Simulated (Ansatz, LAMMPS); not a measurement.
## Neighbourhoods of single atoms in amorphous carbon (220 atoms)

Density of this cell: 2.92 g/cm³. The cell holds 220 atoms: 220 C. Cell: a = 11.455 Å, b = 11.455 Å, c = 11.455 Å, α = 90.0°, β = 90.0°, γ = 90.0°. The starting structure: 220 atoms (220 C) placed at random at 2.92 g/cm³, melted at 6000 K for 10 ps at fixed volume with the Tersoff potential (Tersoff, Phys. Rev. B 39, 5566 (1989)). Quenched from 6000 K to 300 K at 100 K/ps and fixed volume, held 5 ps, then minimised at fixed cell.

Method: Kohn-Sham DFT, PBE, PAW (set soft_2), plane waves (Ansatz 0.2.0; cutoff 420 eV, Γ point, gaussian smearing of 0.05 eV), at the relaxed geometry.

The whole cell was solved; only parts of it are printed.

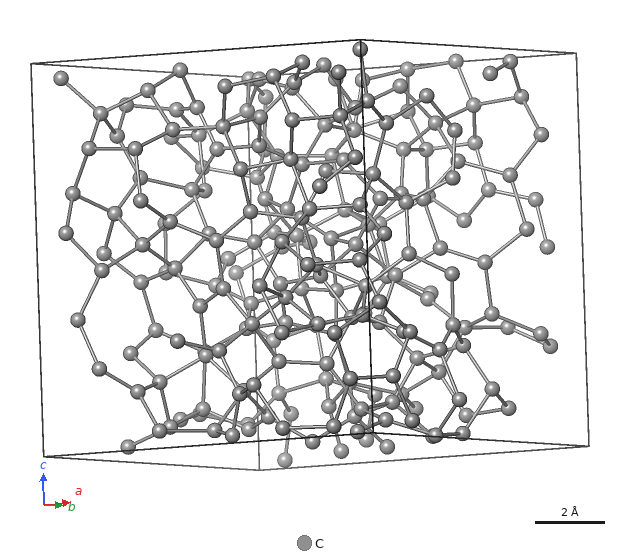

The whole cell (carbon grey). Some periodic images of atoms are drawn too.

Local excerpt of 34 atoms (numbers count through the whole input) about C177, whose charge lies farthest from its element's mean; x, y, z are measured from there.

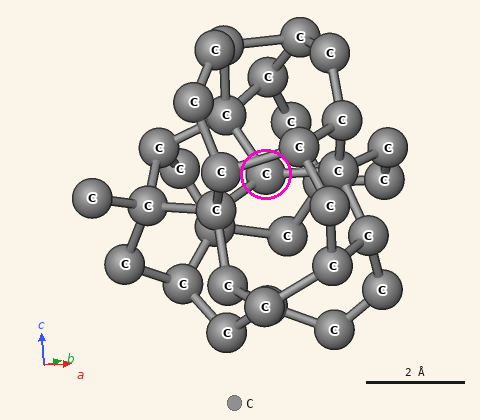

The atoms of the table, within 3.8 Å (arrows a, b, c point along x, y, z); some may hide others; the central atom is ringed.

```csv
atom,x,y,z,distance (Å),bonds,Löwdin charge (e)
C177,0.00,0.00,0.00,0.00,3,-0.06
C156,-0.44,-1.35,-0.58,1.53,4,0.03
C104,1.51,0.36,0.01,1.55,4,0.05
C53,-0.99,0.26,1.21,1.59,4,0.04
C22,2.17,-0.47,1.11,2.48,4,0.04
C170,-2.41,-0.11,0.61,2.49,4,0.03
C216,-2.12,-1.24,-0.46,2.50,4,0.02
C146,0.42,-2.50,0.30,2.56,4,-0.01
C94,-0.77,1.68,1.83,2.60,4,0.02
C152,-0.20,-1.52,-2.11,2.61,4,0.04
C142,1.84,1.86,0.31,2.63,3,-0.01
C87,-0.13,-0.10,-2.68,2.69,3,0.03
C126,2.36,-0.08,-1.30,2.70,4,0.02
C160,-0.57,-0.35,2.70,2.78,4,0.04
C81,-0.30,2.79,-0.46,2.84,3,0.01
C90,1.99,-1.97,0.73,2.90,4,0.02
C39,0.44,1.04,2.70,2.92,4,0.01
C144,1.65,0.12,2.45,2.95,3,0.05
C147,-0.94,2.77,0.80,3.03,3,0.07
C27,1.12,2.84,-0.44,3.08,3,0.00
C42,-2.30,1.72,-1.21,3.12,3,-0.01
C101,-2.84,1.38,0.03,3.15,3,-0.03
C208,0.03,-1.74,2.74,3.25,3,-0.02
C181,0.03,-2.74,1.78,3.27,3,0.00
C138,2.11,0.75,-2.49,3.35,3,0.04
C15,2.42,-1.70,-1.74,3.44,4,0.01
C32,1.02,0.57,-3.27,3.48,3,0.01
C207,-2.55,0.68,-2.27,3.48,4,0.06
C203,-1.40,0.33,-3.26,3.56,4,0.05
C47,1.09,-2.30,-2.49,3.57,4,0.03
C16,-3.06,-0.72,-1.71,3.58,4,0.02
C206,-1.36,3.00,-1.56,3.64,4,0.03
C201,-2.52,-2.75,-0.14,3.74,4,0.04
C103,2.87,-2.41,-0.45,3.77,4,0.03
```

The column of bonds counts only the pairs C-C within 1.85 Å; other neighbours, such as metal atoms beside each other in a compound, aren't counted, and periodic images can show an atom twice.

The surroundings of C97, picked at random, nearest first, numbered as they follow in the input and with coordinates relative to it.

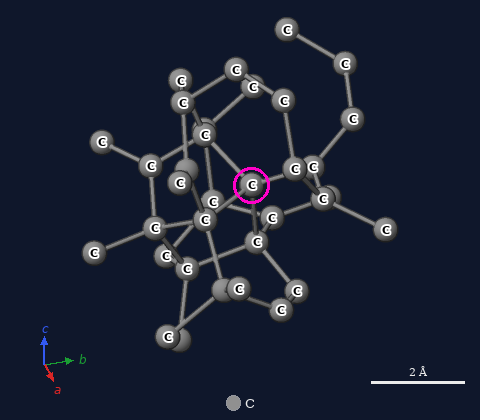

The atoms of the table, within 3.9 Å (arrows a, b, c point along x, y, z); some may hide others; the central atom is ringed.

```csv
atom,x,y,z,distance (Å),bonds,Löwdin charge (e)
C97,0.00,0.00,0.00,0.00,4,0.04
C136,0.70,1.16,0.68,1.52,3,0.01
C212,-1.21,-0.74,0.68,1.57,3,0.03
C31,0.86,-1.29,-0.20,1.57,4,0.05
C194,-0.29,0.23,-1.64,1.68,4,0.04
C163,-0.24,-2.09,-0.93,2.31,4,0.02
C183,-1.35,-1.89,-0.03,2.33,3,0.05
C205,1.05,-1.80,1.21,2.41,3,0.03
C159,2.19,0.97,0.76,2.51,3,0.01
C106,0.90,0.81,-2.28,2.58,3,0.02
C62,-0.47,-1.27,-2.20,2.59,4,0.04
C149,-1.55,0.95,-1.84,2.59,3,0.01
C124,0.22,2.18,1.47,2.64,3,0.03
C148,2.08,-1.20,-1.29,2.73,4,0.02
C5,-1.31,-1.28,2.07,2.76,3,0.04
C191,2.04,0.13,-2.01,2.86,3,0.02
C121,0.12,-1.64,2.38,2.89,4,0.05
C89,2.56,0.19,1.83,3.16,3,-0.01
C179,-3.23,-0.13,-0.44,3.26,3,0.03
C118,-2.64,-0.07,-1.93,3.27,4,0.03
C193,-1.75,2.29,-1.64,3.31,3,0.01
C61,-1.11,2.38,2.09,3.36,3,0.01
C28,0.67,-0.62,3.38,3.50,3,0.03
C98,1.74,0.15,3.10,3.56,3,0.00
C8,-2.15,1.36,2.49,3.56,3,0.00
C173,-1.92,-1.32,-2.70,3.56,4,0.03
C164,2.20,-2.30,1.63,3.57,3,0.03
C169,3.36,-1.24,-0.52,3.62,3,0.03
C10,-3.50,1.02,0.34,3.66,3,-0.04
C35,-2.61,-2.63,-0.04,3.71,4,0.01
C202,-0.09,-3.50,-1.28,3.73,3,0.03
C94,0.57,-1.72,-3.34,3.80,4,0.02
C51,3.18,2.10,0.40,3.83,4,0.02
C39,1.78,-2.36,-2.48,3.86,4,0.01
```

The column of bonds counts only the pairs C-C within 1.85 Å; other neighbours, such as metal atoms beside each other in a compound, aren't counted, and periodic images can show an atom twice.

Neighbours are counted within 1.85 Å (C-C), the cutoffs taken from the relaxation.

Length of the force by element and coordination:

```csv
element,coordination,atoms,mean length of the force (eV/Å),spread,least,most
C,all,220,0.0063,0.0048,7.0e-4,0.0301
C,3,90,0.0073,0.0047,9.0e-4,0.0248
C,4,130,0.0057,0.0047,7.0e-4,0.0301
```

The mean of these charges, 0.022 e, is only the charge that the projection spills.

Löwdin charges by element and coordination (they lack the spilled electrons, 0.022 e an atom on average):

```csv
element,coordination,atoms,mean charge (e),spread,least,most
C,all,220,0.0225,0.0228,-0.0639,0.0878
C,3,90,0.0116,0.0281,-0.0639,0.0878
C,4,130,0.03,0.014,-0.0175,0.0632
```

The quench rate of 100 K/ps is many orders above laboratory rates, so the cell is likely richer in defects and strain than a real sample. The network of bonds at the start is that of the classical potential that made the cell, and needn't be the one that DFT or experiment would give. Only the Γ point is sampled, in a cell whose shortest periodic width is 11 Å, which is coarse for a cell with partly filled levels. The Löwdin charges lack the electrons that the projection spills, 0.022 e an atom on average.

[Logs are printed without paths, hosts, clocks, repeated set-up lines and the standing remarks that a program may print on its own settings, such as how far it seeks lower states.]

[Hosts, paths, dates, database ids (printed as entryN), source tags and the programs' standing remarks are cut or masked in the printed files.]
